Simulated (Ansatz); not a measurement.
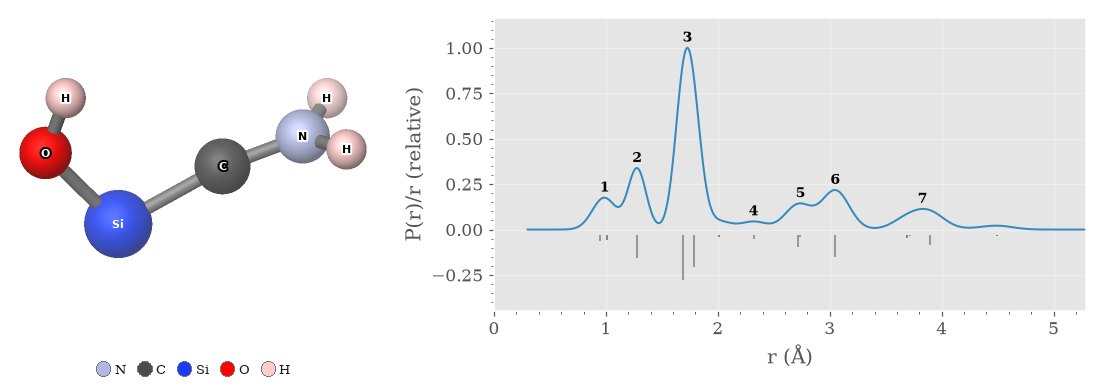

Simulated gas electron diffraction: radial distribution curve of CH3NOSi. Each pair of atoms contributes with weight ZᵢZⱼ/r (bars below the curve); damping constant 0.002 Å²; vibrational amplitudes assumed, not computed: 0.05 Å for bonds, 0.078 Å for bonds to H, 0.06 + 0.015 r up to 0.15 Å for other pairs. The geometry is the end point of an optimisation (RHF/cc-pVDZ (Ansatz)); it may be a saddle point or a higher isomer. SMILES: NC#[Si]O.

> Which pairs of atoms lie under the numbered peaks? Mark bonded pairs by – and others by ···.

Peak 1, 0.99 Å: O–H 0.95 Å, N–H 1.01 Å (×2), not resolved
Peak 2, 1.28 Å: N–C 1.28 Å
Peak 3, 1.73 Å: Si–O 1.69 Å, Si–C 1.78 Å, not resolved
Peak 4, 2.32 Å: Si···H 2.32 Å
Peak 5, 2.74 Å: O···C 2.72 Å, C···H 2.73 Å
Peak 6, 3.05 Å: Si···N 3.05 Å
Peak 7, 3.83 Å: Si···H 3.69 Å (×2), O···N 3.89 Å, not resolved
